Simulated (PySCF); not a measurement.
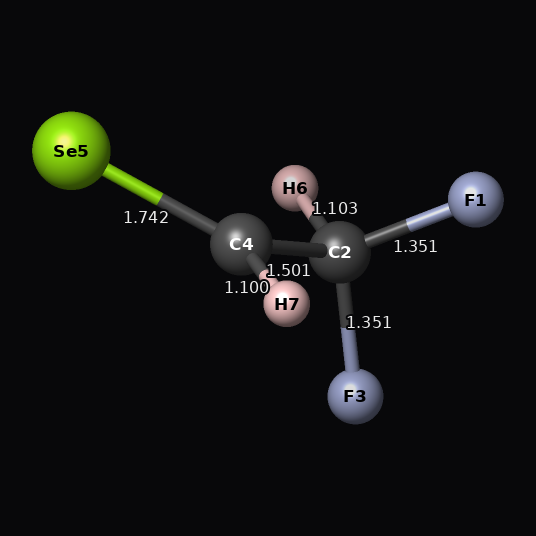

Bond lengths are marked in Å; every bond is drawn as one stick. The computed structure is the end point of a PBE0-D3(BJ)/def2-SVP optimisation. No frequency run is at hand to confirm it as a minimum.

Assign a bond order to each marked bond.

Answer. F1–C2 single; C2–F3 single; C2–C4 single; C2–H6 single; C4–Se5 double; C4–H7 single.

Give the structure as SMILES.

Answer. FC(F)C=[Se]
